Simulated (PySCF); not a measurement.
SMILES C=CC[SiH2]C(=O)O (C₄H₈O₂Si) at its GFN2-xTB optimised geometry (Å):

```
15

C     -1.8092    -0.8277    -3.5274
C     -0.6875    -0.9067    -2.8346
C     -0.3936    -1.9513    -1.8121
Si    -0.4994    -1.2427    -0.0375
C      0.6417     0.3008     0.0000
O      1.8471     0.3008     0.0000
O     -0.0652     1.4385     0.0000
H     -2.6017    -1.5476    -3.4021
H     -1.9816    -0.0486    -4.2499
H      0.0926    -0.1698    -2.9785
H      0.6133    -2.3423    -1.9727
H     -1.0935    -2.7811    -1.9139
H     -1.8471    -0.7744     0.2806
H      0.0202    -2.2167     0.9243
H      0.5203     2.2167    -0.0052
```

Calculation: PySCF with B3LYP/def2-TZVP.

Map of the log10 of the electron density (e/bohr³), floored at −4 on the plane z = 0.6 Å:

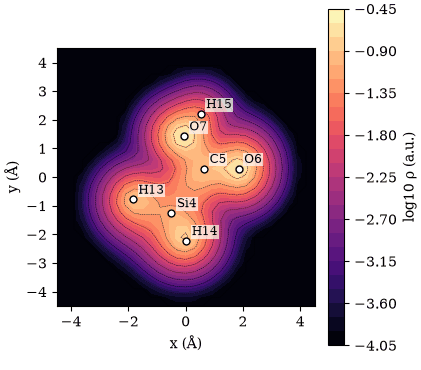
*Log10 of the electron density (e/bohr³), floored at −4 on the plane z = 0.6 Å.*
